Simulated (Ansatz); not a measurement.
# How well the gap of Ga2S3 (Cc) can be computed, part 2 of 3

The study climbs from cheap functionals to G0W0 on Ga2S3 (Cc) and then asks what each convergence step is worth.

Ansatz 0.2.0; density functionals, hybrids, G0W0, plane waves, PAW. Known limits of the many-body steps: not at the basis limit; no spin-orbit coupling; coarse k mesh.

So far. Step 4 (HSE06): The gap stands +1.34 eV against LDA. Step 5 (PBE0): The gap stands +2.03 eV against LDA.

In doubt: masses and optical values from hybrid runs of this build are listed as unsure (step 11), which bears on the screening that GW takes from such a start.

## (6) Dielectric tensor

ε∞ sets how strongly the crystal screens. Perturbation theory gives it with local fields and without a sum over empty bands.

This step: dielectric response by perturbation theory, LDA, plane waves, PAW; PAW set soft_1.

File input.yaml:

```yaml
crystal:
  lattice:
    - [5.5535, -3.1975, 0.0]
    - [5.5535, 3.1975, 0.0]
    - [-3.6339226554, 0.0, 6.0074160114]
  atoms:
    - { symbol: Ga, position: [0.63979, 0.44447, 0.12512] }
    - { symbol: Ga, position: [0.44447, 0.63979, 0.62512] }
    - { symbol: Ga, position: [0.2682, 0.13232, 0.11559] }
    - { symbol: Ga, position: [0.13232, 0.2682, 0.61559] }
    - { symbol: S, position: [0.9089, 0.0811, 0.9838] }
    - { symbol: S, position: [0.0811, 0.9089, 0.4838] }
    - { symbol: S, position: [0.4303, 0.2453, 0.4999] }
    - { symbol: S, position: [0.2453, 0.4303, 0.9999] }
    - { symbol: S, position: [0.5901, 0.7581, 0.0084] }
    - { symbol: S, position: [0.7581, 0.5901, 0.5084] }
kpoints:
  mp_grid: { grid: [4, 4, 4] }
hamiltonian:
  xc: lda
  pseudopotentials: { kind: paw, azcp: { folder: soft_1 }, xc_functional: pbe }
scf:
  occupations: { method: fixed }
dielectric: {}
```

Started as:

```bash
> ansatz run input.yaml --threads 3 --pin off --max-ram 92160MiB --backend cuda --events-out ev --progress --plain --runs-dir out --devices 1 --max-vram 13GiB
```

Numbers of over 12 decimals in the logs are rounded to 6 here.

Log:

```text
GPUs: using 1 of 1 available (devices: 1).
[...]
GPU FFT provider: cuFFT
GPU libraries: cuBLAS 13.8.2, cuFFT 12.4.0, cuSOLVER 12.3.4
Crystal: 10 atoms, lattice volume = 213.351 Å³
Basis set: ecut = 420 eV, 4167 PW (Γ), exchange–correlation on 90×90×96 points (8 copies of the dense FFT grid, shifted against one another)
Bands: 54, of which v1, the nominal top of the filled ones, is band 44 counted from 1 (43 counted from 0)
Symmetry: 2 space group operations
k-points: 36 of 64 (irreducible under 1 space group operation, time reversal used)
[...]
GPU buffer pool allocated for 97200 grid points (all kernels)
[...]
SCF iter   1: F=—  HF=-20053.028557 eV  |F-HF|=—  |Δ(HF+E_count)|=         —  Δρ=4.88e-2  dr2=3.51e0  ethr=3.10e-3  ⟨swp⟩=5.0  Hψ=6740  notcnv=0  defer=232
[...]
SCF iter  14: F=-20051.797201 eV  HF=-20051.797201 eV  |F-HF|=7.28e-12  |Δ(HF+E_count)|=  9.46e-11  Δρ=3.31e-8  dr2=1.95e-12  ethr=1.00e-12  ⟨swp⟩=3.0  Hψ=4396  notcnv=0
SCF 1 converged in 14 iterations: F = -20051.797201 eV  dr2 = 1.95e-12
[...]
the response reads at least the filled bands of the reference SCF and the lowest empty band at each k-point, and that SCF's band table does not vouch for those bands. The notice of the band table in this run's record says why
[...]
Internal energy: -20051.797201 eV  (E = F + TS)
E sigma→0 (E₀):  -20051.797201 eV
Fermi energy:    5.508799 eV
[...]
--- Band table (eV; the first three rows and the last of 36) ---
  k-point 0: bands = [... 40 lower, 4.4618, 4.8446, 4.9859, 5.5088, 7.1744, 7.7069, 8.5095, 8.7705, ... 6 higher]
  k-point 1: bands = [... 40 lower, 4.4688, 4.4815, 4.8970, 5.1799, 7.8504, 7.9860, 8.7449, 8.8745, ... 6 higher]
  k-point 2: bands = [... 40 lower, 4.3855, 4.3855, 4.9005, 4.9005, 8.2991, 8.2991, 9.0363, 9.0363, ... 6 higher]
  k-point 35: bands = [... 40 lower, 4.0094, 4.0094, 4.9173, 4.9173, 7.8982, 7.8982, 8.7139, 8.7139, ... 6 higher]
--- Dielectric response (ions clamped): 3 representative field directions + reference, inside a basis on a mesh of 216 k-points (Σ response iterations 15) ---
  ε∞ (high-frequency dielectric tensor):
        6.233715     0.000000    -0.122136
        0.000000     6.327999     0.000000
       -0.122136     0.000000     6.468256
  Born effective charges Z* (e; rows j = field, columns β = displacement):
    site 0:
         2.52866   -0.54836   -0.38293
         0.55546    2.56717   -0.13872
        -0.02176   -0.44567    2.69390
    site 1:
         2.52866    0.54836   -0.38293
        -0.55546    2.56717    0.13872
[...]
site 2:
[...]
site 3:
[...]
site 4:
[...]
site 5:
[...]
site 6:
[...]
site 7:
[...]
site 8:
[...]
0.42087   -0.17693   -2.10270
    site 9:
        -1.32478    0.60343    0.55154
         0.50817   -2.05302    0.12102
         0.42087    0.17693   -2.10270
  Z* charge neutrality: 1.597e-2 e pre-enforcement
  solved inside a basis spanned on kpoints, on 6×6×6 k-points, its susceptibility summed on 8×8×8: ε∞ is read to err by 2.4e-2, Z* by 1.9e-2 e (field_mesh: kpoints solves on kpoints); Z* is corrected for what the basis lacks
[key lines of the parts left out:]
SCF converged after 14 iterations
Free energy (F): -20051.797201 eV
```

It took 74 s on 1 × NVIDIA H100 80GB HBM3 (shared by 6 runs) with 3 threads of AMD EPYC 7R13 (Zen 3), shared host; peak memory 3.4 GiB; 2.8 min of CPU time.

This step gave:

```
stated error of ε∞ : 0.024
```

One over ε∞ averages 0.16, under the quarter of exact exchange in PBE0, which by this rule of thumb may open the gap too far.

High-frequency dielectric tensor:

```
 6.23  0.00 -0.12
 0.00  6.33  0.00
-0.12  0.00  6.47
```

## (7) G0W0, 4×4×2 mesh, 176 empty bands, screening to 51 eV, PAW set soft_1 files

G0W0 replaces the xc potential by the self-energy, built once from these orbitals. Only a window of levels is corrected, while the sums run over the empty bands that the input names. This step takes PAW set soft_1 files.

This step: G0W0 on LDA, plane waves, PAW; PAW set soft_1.

input.yaml: that of step 6 with these lines changed.

```diff
@@ -17,3 +17,3 @@
 kpoints:
-  mp_grid: { grid: [4, 4, 4] }
+  mp_grid: { grid: [4, 4, 2] }
 hamiltonian:
@@ -23,2 +23,7 @@
   occupations: { method: fixed }
-dielectric: {}
+gw:
+  n_empty_bands: 176
+  ecut_chi: 51
+  qp_bands: [v3, c3]
+  qp_kpoints: band_edges
+  screening: { model: contour_deformation }
```

Log:

```text
GPUs: using 1 of 1 available (devices: 1).
[...]
GPU FFT provider: cuFFT
GPU libraries: cuBLAS 13.8.2, cuFFT 12.4.0, cuSOLVER 12.3.4
Crystal: 10 atoms, lattice volume = 213.351 Å³
Basis set: ecut = 420 eV, 4167 PW (Γ)
Bands: 54, of which v1, the nominal top of the filled ones, is band 44 counted from 1 (43 counted from 0)
Symmetry: 2 space group operations
[...]
k-points: 14 of 32 (time reversal used)
[...]
1    43      4.9011   -18.4663     2.6518   -15.5593  0.7505     4.6448     4.6460  root
[...]
13    44      4.9177   -18.2554     2.7167   -15.2698  0.7483     4.6474     4.6488  root
    13    45      7.8989    -9.4072    -3.6123   -14.1254  0.7885     9.0253     9.0048  root
    13    46      7.8989    -9.4072    -3.6123   -14.1254  0.7885     9.0253     9.0048  root
    13    47      8.7146    -9.7249    -3.8657   -14.8036  0.7790     9.9579     9.9276  root
[key lines of the parts left out:]
SCF converged after 9 iterations
Free energy (F): -20051.785229 eV
Fermi energy:    5.509725 eV
```

Run time: 24 s. Hardware: 1 × NVIDIA H100 80GB HBM3 (shared by 6 runs) with 3 threads; peak memory 1.4 GiB; 32 s of CPU time.

Numbers from this step:

* bands summed: 220
* RPA ε∞ on this mesh (eigenvalues): 6.077, 6.223, 6.796
* plane waves in the screening matrix: 175
* G0W0 gap on the mesh: 3.032 eV
* k of the valence top: 0, 0, 0
* k of the conduction bottom: 0, 0, 0
* starting gap on the mesh: 1.665 eV
* least direct G0W0 gap on the computed points: 3.032 eV

The gap on the mesh goes from 1.66 eV to 3.03 eV, a correction of +1.37 eV. Between the two edge states, bare exchange in place of the xc potential would open the gap by 7.47 eV, and correlation takes back 6.10 eV.

## (8) G0W0, 4×4×2 mesh, 499 empty bands, screening to 102 eV, PAW set soft_1 files

Another rung: the empty bands reach about as high as the screening cutoff, so the two stay in balance.

input.yaml: that of step 7 with these lines changed.

```diff
@@ -24,4 +24,4 @@
 gw:
-  n_empty_bands: 176
-  ecut_chi: 51
+  n_empty_bands: 499
+  ecut_chi: 102
   qp_bands: [v3, c3]
```

Log:

```text
GPUs: using 1 of 1 available (devices: 1).
[...]
GPU FFT provider: cuFFT
GPU libraries: cuBLAS 13.8.2, cuFFT 12.4.0, cuSOLVER 12.3.4
Crystal: 10 atoms, lattice volume = 213.351 Å³
Basis set: ecut = 420 eV, 4167 PW (Γ)
Bands: 54, of which v1, the nominal top of the filled ones, is band 44 counted from 1 (43 counted from 0)
Symmetry: 2 space group operations
[...]
k-points: 14 of 32 (time reversal used)
[...]
1    43      4.9011   -18.4663     2.3211   -15.5593  0.7444     4.3084     4.3152  root
[...]
13    44      4.9177   -18.2554     2.3866   -15.2698  0.7423     4.3113     4.3187  root
    13    45      7.8989    -9.4072    -3.9401   -14.1254  0.7850     8.6858     8.6770  root
    13    46      7.8989    -9.4072    -3.9401   -14.1254  0.7850     8.6858     8.6770  root
    13    47      8.7146    -9.7249    -4.2218   -14.8036  0.7748     9.5844     9.5714  root
[key lines of the parts left out:]
SCF converged after 9 iterations
Free energy (F): -20051.785229 eV
Fermi energy:    5.509725 eV
```

It took 43 s on 1 × NVIDIA H100 80GB HBM3 (shared by 6 runs) with 3 threads; peak memory 2.2 GiB; 68 s of CPU time.

This step gave:

```
bands summed                                 : 543
RPA ε∞ on this mesh (eigenvalues)            : 6.012, 6.156, 6.670
plane waves in the screening matrix          : 495
G0W0 gap on the mesh                         : 3.040 eV
k of the valence top                         : 0, 0, 0
k of the conduction bottom                   : 0, 0, 0
starting gap on the mesh                     : 1.665 eV
least direct G0W0 gap on the computed points : 3.040 eV
```

Against the run with 4×4×2 mesh, 176 empty bands, screening to 51 eV, PAW set soft_1 files, the gap moves by +0.009 eV.

## (9) G0W0, 4×4×2 mesh, 1073 empty bands, screening to 170 eV, PAW set soft_1 files

input.yaml: that of step 8 with these lines changed.

```diff
@@ -24,4 +24,4 @@
 gw:
-  n_empty_bands: 499
-  ecut_chi: 102
+  n_empty_bands: 1073
+  ecut_chi: 170.0
   qp_bands: [v3, c3]
```

Log:

```text
GPUs: using 1 of 1 available (devices: 1).
[...]
GPU FFT provider: cuFFT
GPU libraries: cuBLAS 13.8.2, cuFFT 12.4.0, cuSOLVER 12.3.4
Crystal: 10 atoms, lattice volume = 213.351 Å³
Basis set: ecut = 420 eV, 4167 PW (Γ)
Bands: 54, of which v1, the nominal top of the filled ones, is band 44 counted from 1 (43 counted from 0)
Symmetry: 2 space group operations
[...]
k-points: 14 of 32 (time reversal used)
[...]
GPU buffer pool allocated for 97200 grid points (all kernels)
[...]
SCF iter   1: F=—  HF=-20053.017612 eV  |F-HF|=—  |Δ(HF+E_count)|=         —  Δρ=4.89e-2  dr2=3.51e0  ethr=3.10e-3  ⟨swp⟩=5.0  Hψ=2627  notcnv=0  defer=91
[...]
SCF iter   9: F=-20051.785229 eV  HF=-20051.785229 eV  |F-HF|=7.13e-8  |Δ(HF+E_count)|=   2.12e-7  Δρ=5.75e-6  dr2=8.24e-8  ethr=1.14e-10  ⟨swp⟩=12.0  Hψ=4397  notcnv=0
SCF 1 converged in 9 iterations: F = -20051.785229 eV  dr2 = 8.24e-8
[...]
G₀W₀ screening: q 1/14
[... further progress lines ...]
[...]
SCF converged after 9 iterations
Free energy (F): -20051.785229 eV
[...]
Internal energy: -20051.785229 eV  (E = F + TS)
E sigma→0 (E₀):  -20051.785229 eV
Fermi energy:    5.509725 eV
[...]
--- Band table (eV; the first three rows and the last of 14) ---
  k-point 0: bands = [... 40 lower, 4.4627, 4.8452, 4.9859, 5.5097, 7.1744, 7.7073, 8.5103, 8.7701, ... 6 higher]
  k-point 1: bands = [... 40 lower, 4.3862, 4.3862, 4.9011, 4.9011, 8.2995, 8.2995, 9.0366, 9.0366, ... 6 higher]
  k-point 2: bands = [... 40 lower, 3.9782, 4.3953, 4.7090, 5.4532, 7.8832, 8.0863, 8.4036, 8.8300, ... 6 higher]
  k-point 13: bands = [... 40 lower, 4.0099, 4.0099, 4.9177, 4.9177, 7.8989, 7.8989, 8.7146, 8.7146, ... 6 higher]
[...]
0    42      4.8452   -19.0765     1.7904   -16.5580  0.7532     4.1086     4.1172  root
     0    43      4.9859   -18.8916     1.9244   -16.2216  0.7494     4.2304     4.2404  root
     0    44      5.5097   -18.6191     2.0553   -15.7952  0.7445     4.7297     4.7412  root
     0    45      7.1744   -10.4120    -4.0368   -15.0563  0.7842     7.7864     7.7819  root
     0    46      7.7073    -9.7343    -4.0551   -14.4338  0.7836     8.3570     8.3516  root
     0    47      8.5103    -9.5514    -4.3448   -14.5510  0.7775     9.1718     9.1650  root
     1    42      4.3862   -18.9369     2.0002   -16.1834  0.7512     3.6230     3.6330  root
     1    43      4.9011   -18.4663     2.1317   -15.5593  0.7428     4.1133     4.1259  root
     1    44      4.9011   -18.4663     2.1317   -15.5593  0.7428     4.1133     4.1259  root
     1    45      8.2995    -9.9708    -4.2933   -14.9408  0.7778     8.9828     8.9761  root
     1    46      8.2995    -9.9708    -4.2933   -14.9408  0.7778     8.9828     8.9761  root
     1    47      9.0366    -6.4963    -4.1527   -11.1337  0.7925     9.5248     9.5213  root
     2    42      4.3953   -18.3230     2.1695   -15.3874  0.7420     3.6162     3.6292  root
     2    43      4.7090   -18.7445     1.9560   -16.0407  0.7488     3.9510     3.9614  root
     2    44      5.4532   -18.5067     2.1180   -15.6092  0.7429     4.6615     4.6738  root
     2    45      7.8832   -10.8275    -4.1447   -15.5868  0.7758     8.5029     8.4977  root
     2    46      8.0863    -9.4647    -4.2043   -14.3043  0.7816     8.7274     8.7216  root
     2    47      8.4036    -9.8971    -4.3084   -14.8648  0.7762     9.0696     9.0630  root
     4    42      4.1382   -18.3077     2.1223   -15.4211  0.7449     3.3622     3.3740  root
     4    43      4.3041   -18.0328     2.3280   -14.9254  0.7357     3.5094     3.5246  root
     4    44      5.3739   -18.3514     2.1785   -15.3850  0.7412     4.5733     4.5863  root
     4    45      7.8469    -9.2536    -4.1003   -13.9567  0.7846     8.4547     8.4497  root
     4    46      7.9535    -9.3067    -4.1418   -14.0584  0.7836     8.5686     8.5634  root
     4    47      8.5096   -10.2862    -4.4023   -15.3701  0.7719     9.1986     9.1911  root
[...]
12    46      8.3094    -9.8388    -4.3682   -14.8713  0.7765     8.9806     8.9737  root
    12    47      8.5314    -9.8783    -4.4642   -15.0319  0.7734     9.2285     9.2207  root
    13    42      4.0099   -18.3056     2.1209   -15.4349  0.7427     3.2478     3.2602  root
    13    43      4.9177   -18.2554     2.1989   -15.2698  0.7407     4.1176     4.1310  root
    13    44      4.9177   -18.2554     2.1989   -15.2698  0.7407     4.1176     4.1310  root
    13    45      7.8989    -9.4072    -4.1065   -14.1254  0.7841     8.5158     8.5106  root
    13    46      7.8989    -9.4072    -4.1065   -14.1254  0.7841     8.5158     8.5106  root
    13    47      8.7146    -9.7249    -4.4044   -14.8036  0.7738     9.3964     9.3889  root
```

Run time: 3.3 min. Hardware: 1 × NVIDIA H100 80GB HBM3 (shared by 6 runs) with 3 threads; peak memory 4.7 GiB; 5.7 min of CPU time.

This step gave:

| Property | Result |
| --- | --- |
| bands summed | 1117 |
| RPA ε∞ on this mesh (eigenvalues) | 6.004, 6.148, 6.659 |
| plane waves in the screening matrix | 1083 |
| q-points in the mesh | 32 |
| G0W0 gap on the mesh | 3.041 eV |
| k of the valence top | 0, 0, 0 |
| k of the conduction bottom | 0, 0, 0 |
| starting gap on the mesh | 1.665 eV |
| Z at the valence top | 0.7445 |
| Z at the conduction bottom | 0.7842 |
| least direct G0W0 gap on the computed points | 3.041 eV |

Against the run with 4×4×2 mesh, 499 empty bands, screening to 102 eV, PAW set soft_1 files, the gap moves by +0.0003 eV.

Limits: finite bands, cutoff and mesh; no spin-orbit coupling; coarse k mesh. v1 is the top filled band, c1 the lowest empty one. The levels before and after the correction (eV, zero at the valence-band top of each column):

```csv
,conduction bottom,valence top
Kohn-Sham,1.66,0.00
G0W0,3.04,0.00
```

```csv
,level,occupation,energy (eV)
Kohn-Sham,Γ v3,2,-0.664
Kohn-Sham,Γ v2,2,-0.524
Kohn-Sham,Γ v1,2,0.000
Kohn-Sham,Γ c1,0,1.665
Kohn-Sham,Γ c2,0,2.198
Kohn-Sham,Γ c3,0,3.001
G0W0,Γ v3,2,-0.624
G0W0,Γ v2,2,-0.501
G0W0,Γ v1,2,0.000
G0W0,Γ c1,0,3.041
G0W0,Γ c2,0,3.610
G0W0,Γ c3,0,4.424
```

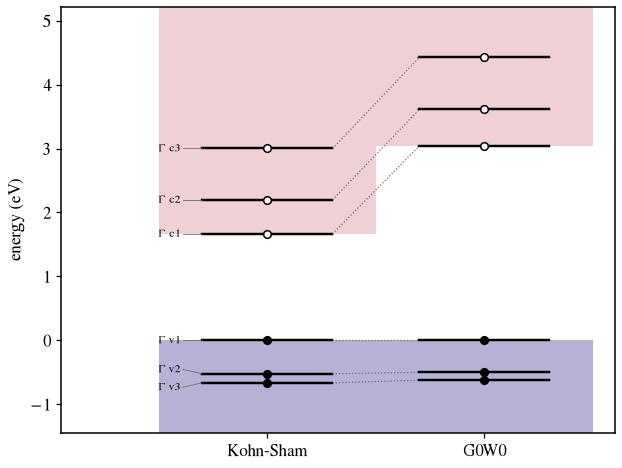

Levels before and after the correction. Shaded: valence and conduction bands. Filled marks are occupied levels, open marks empty ones.

How the two edges are built up, in eV (the quasiparticle level is the starting level plus Σx plus Σc less Vxc):

```csv
run,edge,start,Σx,Σc,Vxc,Z,QP
220 bands,valence top,5.51,-18.62,2.60,-15.80,0.75,5.29
220 bands,conduction bottom,7.17,-10.41,-3.50,-15.06,0.79,8.32
543 bands,valence top,5.51,-18.62,2.25,-15.80,0.75,4.94
543 bands,conduction bottom,7.17,-10.41,-3.84,-15.06,0.79,7.98
1117 bands,valence top,5.51,-18.62,2.06,-15.80,0.74,4.74
1117 bands,conduction bottom,7.17,-10.41,-4.04,-15.06,0.78,7.78
```

## (10) G0W0@LDA, 2×2×2 mesh, 499 empty bands, screening to 102 eV, PAW set soft_1 files

A second mesh at equal bands and cutoff isolates the sampling error. Bands and cutoff differ from the step before, so it is read against an earlier run that matches them.

input.yaml: that of step 9 with these lines changed.

```diff
@@ -17,3 +17,3 @@
 kpoints:
-  mp_grid: { grid: [4, 4, 2] }
+  mp_grid: { grid: [2, 2, 2] }
 hamiltonian:
@@ -24,4 +24,4 @@
 gw:
-  n_empty_bands: 1073
-  ecut_chi: 170.0
+  n_empty_bands: 499
+  ecut_chi: 102
   qp_bands: [v3, c3]
```

Log:

```text
GPUs: using 1 of 1 available (devices: 1).
[...]
GPU FFT provider: cuFFT
GPU libraries: cuBLAS 13.8.2, cuFFT 12.4.0, cuSOLVER 12.3.4
Crystal: 10 atoms, lattice volume = 213.351 Å³
Basis set: ecut = 420 eV, 4167 PW (Γ)
Bands: 54, of which v1, the nominal top of the filled ones, is band 44 counted from 1 (43 counted from 0)
Symmetry: 2 space group operations
[...]
k-points: 6 of 8
[...]
1    43      4.9073   -18.5948     2.4731   -15.5599  0.7358     4.3373     4.3455  root
[...]
5    44      4.9237   -18.3537     2.5143   -15.2693  0.7340     4.3450     4.3536  root
     5    45      7.9013    -9.2921    -4.0976   -14.1229  0.7743     8.6462     8.6345  root
     5    46      7.9013    -9.2921    -4.0976   -14.1229  0.7743     8.6462     8.6345  root
     5    47      8.7172    -9.6238    -4.3619   -14.7986  0.7651     9.5465     9.5301  root
[key lines of the parts left out:]
SCF converged after 9 iterations
Free energy (F): -20051.692285 eV
Fermi energy:    5.515357 eV
```

It took 19 s on 1 × NVIDIA H100 80GB HBM3 (shared by 6 runs) with 3 threads; peak memory 1.6 GiB.

Numbers from this step:

| Item | Value |
| --- | --- |
| bands summed | 543 |
| RPA ε∞ on this mesh (eigenvalues) | 7.031, 7.184, 7.933 |
| plane waves in the screening matrix | 495 |
| G0W0 gap on the mesh | 2.981 eV |
| k of the valence top | 0, 0, 0 |
| k of the conduction bottom | 0, 0, 0 |
| starting gap on the mesh | 1.662 eV |
| least direct G0W0 gap on the computed points | 2.981 eV |

Against the run with 4×4×2 mesh, 499 empty bands, screening to 102 eV, PAW set soft_1 files, the gap moves by −0.06 eV.

## (11) G0W0@HSE06, 4×4×2 mesh, 499 empty bands, screening to 102 eV, PAW set soft_1 files

One-shot GW remembers its start. Another functional's orbitals and levels show by how much.

This step: G0W0 on HSE06, plane waves, PAW; PAW set soft_1.

input.yaml: that of step 10 with these lines changed.

```diff
@@ -17,6 +17,6 @@
 kpoints:
-  mp_grid: { grid: [2, 2, 2] }
+  mp_grid: { grid: [4, 4, 2] }
 hamiltonian:
-  xc: lda
-  pseudopotentials: { kind: paw, azcp: { folder: soft_1 }, xc_functional: pbe }
+  xc: hse06
+  pseudopotentials: { kind: paw, azcp: { folder: soft_1 } }
 scf:
```

Log:

```text
GPUs: using 1 of 1 available (devices: 1).
[...]
GPU FFT provider: cuFFT
GPU libraries: cuBLAS 13.8.2, cuFFT 12.4.0, cuSOLVER 12.3.4
Crystal: 10 atoms, lattice volume = 213.351 Å³
Basis set: ecut = 420 eV, 4167 PW (Γ)
Bands: 54, of which v1, the nominal top of the filled ones, is band 44 counted from 1 (43 counted from 0)
Symmetry: 2 space group operations
[...]
k-points: 14 of 32 (time reversal used)
[...]
1    42      3.9193   -18.9695     2.0327   -16.6381  0.7893     3.6197     3.6206  root
     1    43      4.4469   -18.5534     2.1259   -16.1020  0.7836     4.1202     4.1214  root
[...]
13    44      4.4583   -18.3577     2.1830   -15.8401  0.7818     4.1223     4.1236  root
    13    45      8.7493    -8.7665    -3.7216   -12.8283  0.8178     9.0905     9.0896  root
    13    46      8.7493    -8.7665    -3.7216   -12.8283  0.8178     9.0905     9.0896  root
    13    47      9.6353    -9.0733    -3.9376   -13.4051  0.8102    10.0310    10.0295  root
[key lines of the parts left out:]
Free energy (F): -20556.732801 eV
Fermi energy:    5.088083 eV
```

Run time: 2.4 min. Hardware: 1 × NVIDIA H100 80GB HBM3 (shared by 6 runs) with 3 threads; peak memory 2.6 GiB.

This step gave:

```yaml
bands_summed: 543
rpa_eps_infinity_on_this_mesh_eigenvalues: 4.501, 4.577, 4.754
plane_waves_in_the_screening_matrix: 495
g0w0_gap_on_the_mesh: 3.671 eV
k_of_the_valence_top: 0, 0, 0
k_of_the_conduction_bottom: 0, 0, 0
starting_gap_on_the_mesh: 3.015 eV
least_direct_g0w0_gap_on_the_computed_points: 3.671 eV
```

Against the run with 4×4×2 mesh, 499 empty bands, screening to 102 eV, PAW set soft_1 files on LDA, the gap moves by +0.63 eV, while the start moved by +1.35 eV.

(Part 2 of 3 ends here.)

[Paths, hosts, dates, memory and timing lines, banners, echoed tables and standing remarks are left out of the program output.]

[Logs are printed without paths, hosts, clocks, repeated set-up lines and the standing remarks that a program may print on its own settings, such as how far it seeks lower states.]

[Runs of the session that timed out or met a known fault of the program may be left out.]

[Cells called generated may have been cut or substituted from an entry of the Crystallography Open Database or the Materials Project.]

[Hosts, paths, dates, database ids (printed as entryN), source tags and the programs' standing remarks are cut or masked in the printed files.]
